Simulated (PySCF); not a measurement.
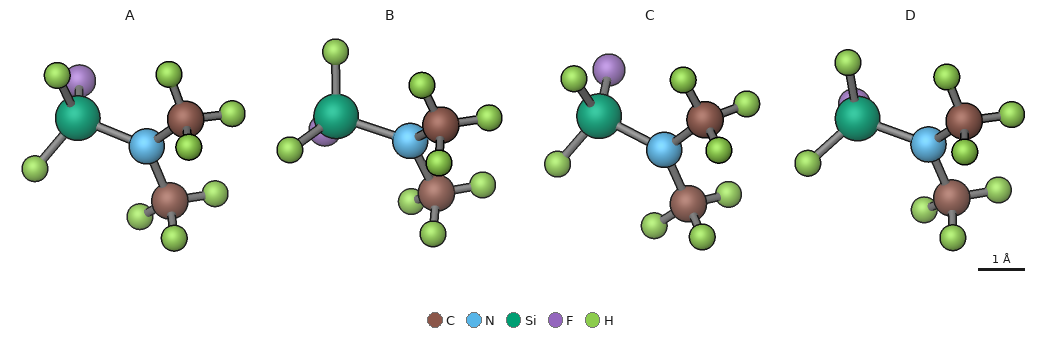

4 geometries from one relaxation of C$_{2}$H$_{8}$FNSi, in shuffled order. Style: ball-and-stick. Shown from a free direction.

The start comes from GFN2-xTB. Its atoms were then displaced at random by about 0.01 Å.

Computed with PBE0-D3(BJ)/def2-SVP geometry optimisation, gas phase (PySCF 2.14.0, density-fitted response routines). 

**Put them in the order of the run, from the start to the converged end.**

B, D, A, C. They are steps 0, 6, 9, 23, at +35.0 kJ/mol, +7.95 kJ/mol, +3.54 kJ/mol relative to the last. The atom that moves furthest after the best rigid fit is the F atom (1.44 Å). By element the largest moves are F 1.44 Å, H 1.33 Å, C 0.38 Å, N 0.29 Å, Si 0.12 Å. Near-neighbour distances that change, for instance: H–Si 1.439 → 1.486 Å, C–H 1.061 → 1.107 Å, F–Si 1.591 → 1.633 Å, N–Si 1.749 → 1.712 Å. Bond angles that change, for instance: N–Si–F 104.2° → 114.1°, N–Si–H 115.3° → 108.5°, N–C–H 108.0° → 112.4°. The energy falls by 35.0 kJ/mol in 23 geometry steps. Cost: 100 s on 1 thread of Arm Neoverse V2 (shared host).
